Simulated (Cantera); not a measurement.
Charge: 1 mol SiH4, 0.35 mol H2O, 3.9 mol H2, held at 10.0 Torr.

Equilibrium computed with Cantera from the NASA thermochemical tables; the gas is ideal and each condensed phase is pure. Candidate condensed phases: H2O, Si, SiO2; 18 gas species. Mutual solubility and eutectic melting of coexisting phases are not modelled. The tables hold silica as quartz up to 1696 K and as liquid above; real silica turns to tridymite and cristobalite and melts near 1996 K. Gases not in the tables: Si2H6 and higher silanes. The numbers say what is thermodynamically allowed, not how fast it happens.

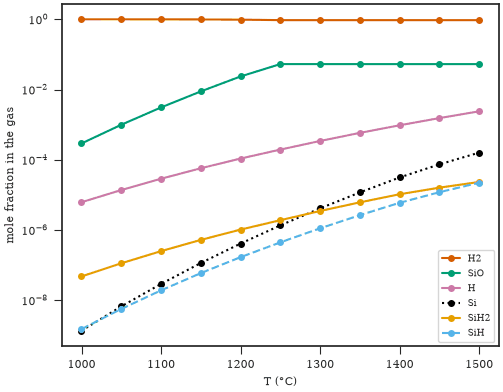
Equilibrium gas composition (values under 1e-9 drawn at 1e-9)

From 1000 °C to 1200 °C the condensed part is Si(s) + SiO2(β-quartz). From 1250 °C to 1400 °C the condensed part is Si(s). From 1450 °C to 1500 °C the condensed part is Si(l). The main Si-bearing gas is SiO throughout.
